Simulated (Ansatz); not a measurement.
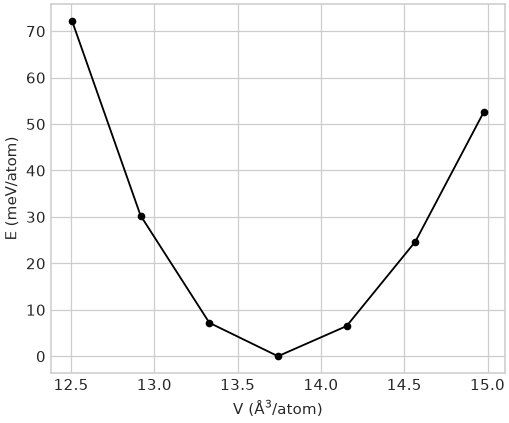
SrZrO₃ (cubic perovskite, space group No. 221) under volume change, the program Ansatz at the LDA level (PAW), scaled uniformly.

**Question.** What does a third-order Birch–Murnaghan fit give for V₀, B₀ and B′?

**Answer.** V₀ = 13.74 Å³/atom, B₀ = 177 GPa, B′ = 4.3.

Space group Pm-3m (cubic perovskite). The workflow started from a Materials Project entry (that database holds measured and hypothetical structures alike); the Crystallography Open Database files this formula in space group No. 221, but the cells were not matched. Whether it is the stable phase at ambient conditions was not checked. Symmetry was held in the LDA relaxation. At this level the phase is dynamically unstable (imaginary phonons). No spin polarisation was allowed.

Potentials: the later of the program's two PAW sets.
